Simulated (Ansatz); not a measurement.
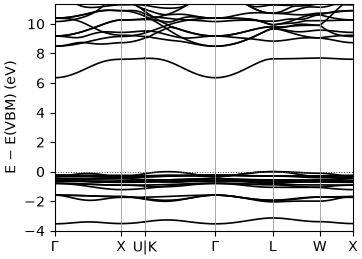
Figure: Band structure from r²SCAN in the plane-wave PAW code Ansatz

The gap is 6.35 eV; an edge lies off the plotted path or next to a special point (maximum off the standard path, minimum at Γ).

### Question
Pick the material that matches.
(A) Cs2KYBr6, Fm-3m (K on 4b, Cs on 8c, Y on 4a, Br on 24e)
(B) Rb3InF6, Fm-3m (Rb on 8c, Rb on 4b, In on 4a, F on 24e)
(C) Cs2RbInF6, Fm-3m (Cs on 8c, Rb on 4b, In on 4a, F on 24e)
(D) Rb2NaScCl6, Fm-3m (Rb on 8c, Na on 4b, Sc on 4a, Cl on 24e)

### Answer
C, Cs2RbInF6, Fm-3m (Cs on 8c, Rb on 4b, In on 4a, F on 24e)

The first step of the workflow began from a Materials Project structure, measured or hypothetical; the Crystallography Open Database copy checked does not list it. Its standing as an ambient phase is unchecked. The r²SCAN relaxation kept the symmetry of its start; its stability against distortions is not shown here. Spin–orbit coupling is left out wherever it is not named.

Potentials: the later of the program's two PAW sets.
